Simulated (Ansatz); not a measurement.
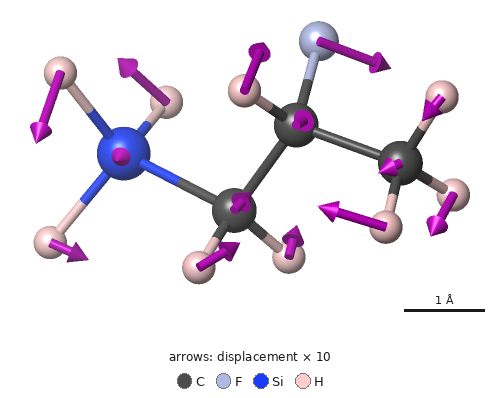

A relaxation of C$_{3}$H$_{9}$FSi. The starting structure is drawn; purple arrows show the displacements, magnified 10 times. The two geometries are superimposed by the best rigid fit.

The picture is a ball-and-stick view, seen from a free direction.

The start comes from PBE-D4/def2-SVP.

These are results of RKS PBE0-D4/def2-TZVP in Ansatz, not measurements.

The input:
```yaml
crystal:
  periodic: [false, false, false]
  atoms:
    - {symbol: C, position_ang: [-1.753057, 0.819884, 0.791667]}
    - {symbol: C, position_ang: [-0.372034, 0.720511, 0.165752]}
    - {symbol: F, position_ang: [0.575715, 1.134210, 1.122173]}
    - {symbol: C, position_ang: [0.006631, -0.677847, -0.315984]}
    - {symbol: Si, position_ang: [1.866682, -0.862051, -0.689545]}
    - {symbol: H, position_ang: [-2.535680, 0.544485, 0.056226]}
    - {symbol: H, position_ang: [-1.832295, 0.133830, 1.659577]}
    - {symbol: H, position_ang: [-1.950426, 1.852426, 1.141379]}
    - {symbol: H, position_ang: [-0.289014, 1.436086, -0.686177]}
    - {symbol: H, position_ang: [-0.272323, -1.435728, 0.449073]}
    - {symbol: H, position_ang: [-0.568610, -0.926633, -1.233019]}
    - {symbol: H, position_ang: [2.341954, 0.306414, -1.512111]}
    - {symbol: H, position_ang: [2.686797, -0.951403, 0.564998]}
    - {symbol: H, position_ang: [2.082658, -2.123284, -1.485209]}
basis:
  gaussian: {orbitals: def2-TZVP}
hamiltonian: {xc: pbe0, dispersion: d4}
relax: {f_tol: 0.005, max_steps: 150}
```

Run as
```bash
ansatz run in.yaml --threads 4 --pin off --events-out ev --progress --plain --max-ram 10444MiB
```

> Describe the change and its energy.

After 7 geometry steps the energy has fallen by 5.01 kJ/mol. The largest force component goes from 0.51 to 0.0042 eV/Å. H12 moves most after the best rigid fit: 0.12 Å. By element the largest moves are H 0.12 Å, F 0.11 Å, C 0.04 Å, Si 0.03 Å. Some distances before and after: C4–Si5 1.906 → 1.885 Å, C2–H9 1.116 → 1.097 Å, Si5–H13 1.501 → 1.484 Å, Si5–H12 1.506 → 1.488 Å. Cost: 32 s on 4 threads of Intel Xeon @ 2.80GHz, with other jobs on the host.
